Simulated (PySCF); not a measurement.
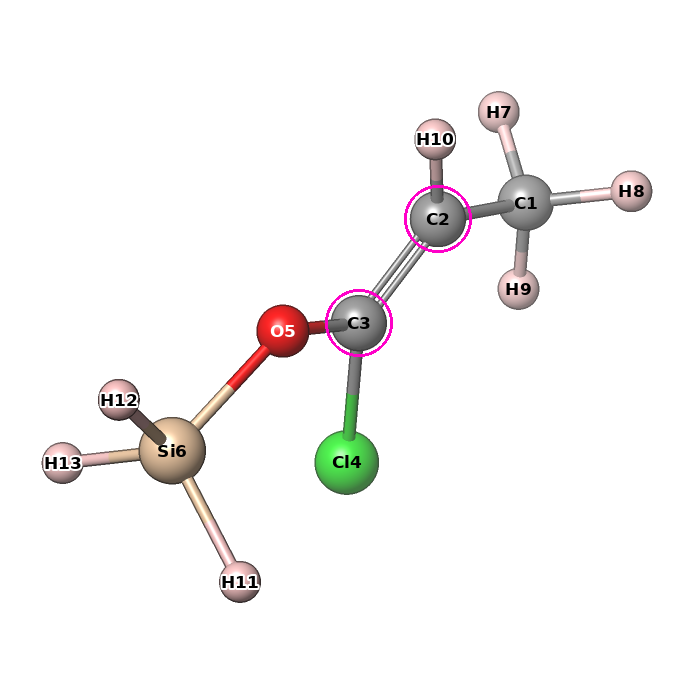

Atoms fade into the background with distance from the viewer. Circles mark the stereogenic atoms. Computed geometry: PBE0-D3(BJ)/def2-SVP optimisation. No frequency run is at hand to confirm it as a minimum.

Q: Assign CIP descriptors.

A: C2=C3: Z.

Q: Write the isomeric SMILES.

A: C/C=C(\Cl)O[SiH3]
